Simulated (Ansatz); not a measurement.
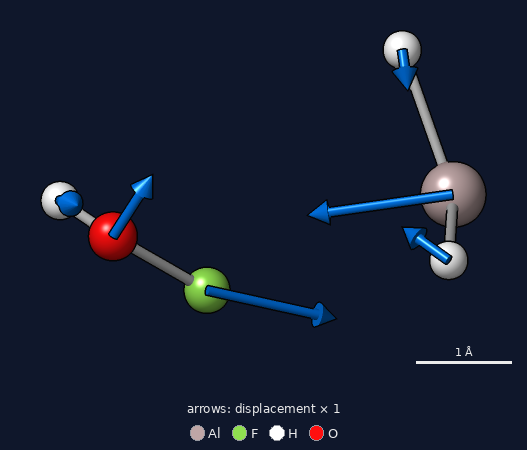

A relaxation of AlH3OF (multiplicity 2). The starting structure is drawn; blue arrows show the displacements, at their true length. The two geometries are superimposed by the best rigid fit.

The picture is a ball-and-stick view, seen at a tilt.

The run prepares an end point of a later path (reaction) calculation, from a guessed geometry.

The calculation used Ansatz, UKS PBE/def2-SVP. Set-up: collinear spin; force threshold 0.03 eV/Å; at most 50 steps.

Question: What did the optimiser do to the structure, and how much energy did it gain?

Answer: The Al atom moves most after the best rigid fit: 1.57 Å. Largest moves by element: Al 1.57 Å, F 1.54 Å, O 0.85 Å, H 0.67 Å. Among the contacts that change: Al–O 3.609 → 1.715 Å, F–O 1.347 → 2.971 Å, Al–F 2.882 → 1.681 Å, Al–H 1.618 → 1.692 Å. New bonds form, among them: Al–F (2.88 → 1.68 Å), Al–O (3.61 → 1.71 Å). Bonds break, among them: F–O (1.35 → 2.97 Å). Bond angles that change, for instance: H–Al–H 118.4° → 67.1°. After 20 geometry steps the energy has fallen by 148.6 kcal/mol. Largest force component: 3 eV/Å at the start, 0.013 eV/Å at the end.

Limits of the set-up: the start holds two separate molecules, 2.9 Å apart at their closest, whose relative position is a soft coordinate and is computed without a dispersion correction.
